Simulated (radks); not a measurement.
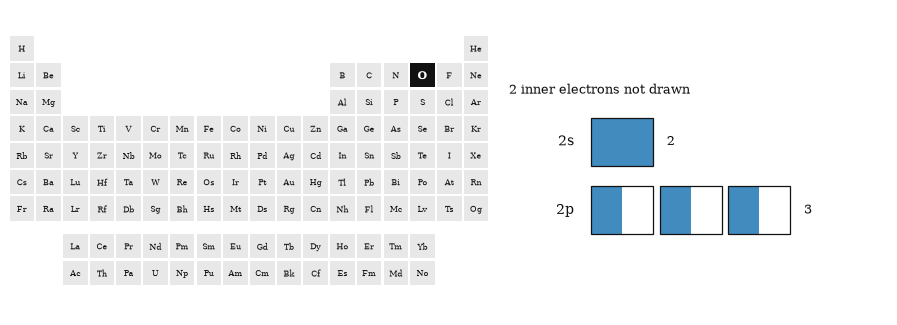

Left, the place of oxygen in the periodic table; right, the outer shells as the input fills them: a box for each of the 2l + 1 orbitals, shaded by the share of the shell that is filled, with the electron count at the right.

# O⁺: atomic calculation

System: O⁺, configuration [He] 2s2 2p3.
Method: non-relativistic Kohn-Sham, r2SCAN, spin-polarised, spherical densities, point nucleus (radks).

## Input file
```
Z 8
configuration [He] 2s2 2p3
relativity non-relativistic
functional r2scan,r2scan
spin polarised
nucleus point
threshold 1e-13
max_iterations 71
```

Energies in input and log are in hartree, lengths in bohr.

Launched within a batch (the task file carries these settings):
```bash
python <driver script> task.json out
```

## Output
```
1s      1   1.0000         -19.79522910
2s      1   1.0000          -1.59918817
2p      1   3.0000          -1.00326405
1s      2   1.0000         -19.69157993
2s      2   1.0000          -1.31137880
2p      2   0.0000          -1.72264311
Etot -74.5594911114913
Ekin 74.39797758340637
Encl -172.869583407076
Eh 31.99981725570745
Exc -8.087702543529126
err 2.769937648378834e-12
it 71
```

## What the run reported

| quantity | value |
| --- | --- |
| outcome | not converged |
| total energy | −74.559491 hartree |
| kinetic energy | 74.397978 hartree |
| electron–nucleus energy | −172.869583 hartree |
| Hartree energy | 31.999817 hartree |
| exchange–correlation energy | −8.087703 hartree |
| SCF iterations | 71 |
| hardware | 1 thread of Intel Xeon, 163 GiB of memory available, shared host |

## Diagnosis

A numerical setting was moved from its usual value: convergence threshold tolx = 1e-13. The run did not meet its convergence test in 71 iterations, so its last values are not results.
